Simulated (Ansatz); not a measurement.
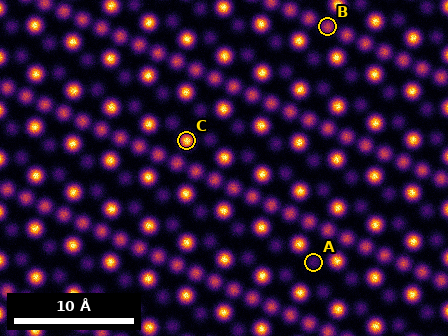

Dark-field STEM-like image of ZrNiS (P4/nmm, No. 129) along [100]. Simulation: incoherent imaging, intensity Z^1.7 per atom, probe width 0.96 Å, thin sample. Shot noise was added. Model: the end point of a relaxation (final pressure about 5 GPa) with Ansatz 0.2.0, DFT, PAW plane waves, pbe; the starting structure was generated, so it need not be a known form of this composition.

```
Zr S Ni
1.0
     3.46960    0.00000    0.00000
     0.00000    3.46960    0.00000
     0.00000    0.00000    7.80671
Zr S Ni
2 2 2
Direct
  0.00000 0.50000 0.26274
  0.50000 0.00000 0.73726
  0.00000 0.50000 0.62406
  0.50000 0.00000 0.37594
  0.00000 0.00000 0.00000
  0.50000 0.50000 0.00000
```

### Assign the marked columns.

A: S (1 S per 3.47 Å along the beam; about 20 % of the brightest peak). B: Ni (1 Ni per 3.47 Å along the beam; about 55 % of the brightest peak). C: Zr (1 Zr per 3.47 Å along the beam; the brightest kind). Brightness is counted from the darkest point of the image.
